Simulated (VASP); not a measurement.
Band structure of BaMg2Sb2 (space group P-3m1). Method: LDA (Ceperley-Alder, Perdew-Zunger), VASP's LDA PAW potentials (set 64) (plane waves; VASP).

Unless said otherwise, spin-orbit coupling is left out, though it shifts the bands of the heavy elements here.

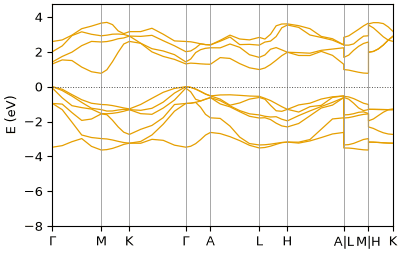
Figure: Bands along high-symmetry lines, zero at the valence-band maximum or, without a gap, the Fermi level

Read the plot: is there a gap, and where are the band edges?

The gap is indirect, 0.77 eV, from the valence maximum at Γ to the conduction minimum at M.

The structure comes from a computed database's BaMg2Sb2 entry (P-3m1); how it stands against other phases isn't given here. The cell was not relaxed at this level.
